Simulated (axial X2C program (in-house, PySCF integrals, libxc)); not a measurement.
**Run report: FeCl⁺, relativistic diatomic calculation**

- system: FeCl⁺, single determinant with Ω = 4.
- method: r2SCAN, two-component X2C with atomic mean-field Coulomb and Gaunt terms, Fe dyall-v3z, Cl dyall-v3z (cores contracted) (axial X2C program (in-house, PySCF integrals, libxc))

## The program's output
```
two-component X2C + atomic mean field  r2SCAN
basis functions 154  fitting functions 892  grid points 5078
iter        total energy     max residual
   1      -1733.585079311     3.18e-02
   2      -1733.582033738     2.56e-02
   3      -1733.535693601     8.50e-02
   4      -1733.587639938     7.74e-03
   5      -1733.588651959     1.28e-03
   6      -1733.588698255     7.00e-04
   7      -1733.588701579     1.09e-04
   8      -1733.588701815     3.44e-05
   9      -1733.588701828     6.86e-06
  10      -1733.588701829     5.99e-07
converged
one-electron -2610.22646917  Coulomb 847.45437821  exact exchange 0.00000000  xc functional -84.37915486  nuclear repulsion 113.98456493  atomic mean-field constant -0.42202094
```

## The points of the curve

| R (Å) | E (hartree) | dipole (D; origin at the first atom, positive when the second is positive) | highest filled (eV) | lowest empty (eV) |
| --- | --- | --- | --- | --- |
| 1.785 | −1733.554328 | −0.75 | −11.17 | −11.07 |
| 1.867 | −1733.575010 | −1.00 | −11.23 | −11.14 |
| 1.929 | −1733.583686 | −1.17 | −11.29 | −11.20 |
| 1.990 | −1733.587915 | −1.34 | −11.36 | −11.27 |
| 2.052 | −1733.588702 | −1.50 | −11.43 | −11.34 |
| 2.124 | −1733.586330 | −1.66 | −11.52 | −11.42 |
| 2.196 | −1733.581356 | −1.81 | −11.60 | −11.50 |
| 2.288 | −1733.572361 | −1.97 | −11.70 | −11.60 |
| 2.401 | −1733.559006 | −2.13 | −11.80 | −11.70 |
| 2.565 | −1733.537729 | −2.29 | −11.90 | −11.81 |

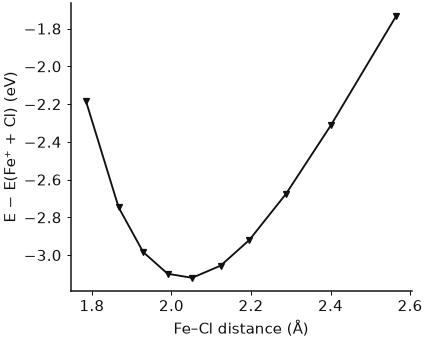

*Energy at 10 bond lengths, for one set of occupations held fixed; the line joins the points.*

A polynomial of degree 6 through 9 points gives rₑ = 2.037 Å, ωₑ = 504.7 cm⁻¹, ωₑxₑ = 1.6 cm⁻¹ and Bₑ = 0.1888 cm⁻¹. The minimum lies 3.12 eV below Fe⁺ + Cl, each computed as one determinant at the same level.

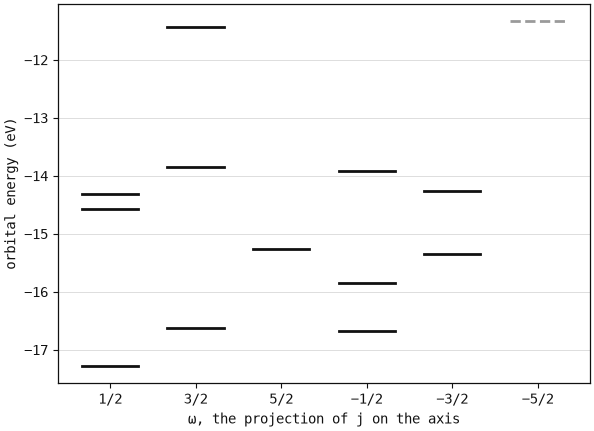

*Orbital energies near the frontier at 2.05 Å, filled (solid) and empty (dashed).*

The highest filled spinor (3/2; 100 % Fe d) lies at −11.43 eV, the lowest empty one (−5/2; 100 % Fe d) at −11.34 eV.

## Input file
```
{"zs": [26, 17], "q": 1, "bas": ["dyall-v3z", "dyall-v3z"], "levels": ["PBE0", "HF", "r2SCAN", "PBE50"], "cc": false, "r0": 2.15, "npts": 10, "nst": 2, "ntry": 6}
```

The line is the task of a batch: nuclear charges, charge, bases, the levels to run, a first guess of the distance and further settings. This report covers r2SCAN with spin-orbit coupling. The log is that of the reference distance 2.052 Å.

The run was one of a batch that the task file lists, launched with:
```bash
python <driver script> task.json out
```

## Key numbers

```
                 quantity                      value
                  outcome                  converged
           bond length rₑ                    2.037 Å
                       ωₑ                 504.7 cm⁻¹
    energy at the minimum        −1733.58878 hartree
depth below the fragments                    3.12 eV
                 hardware  1 CPU thread, shared host
                wall time                      8.1 s
```
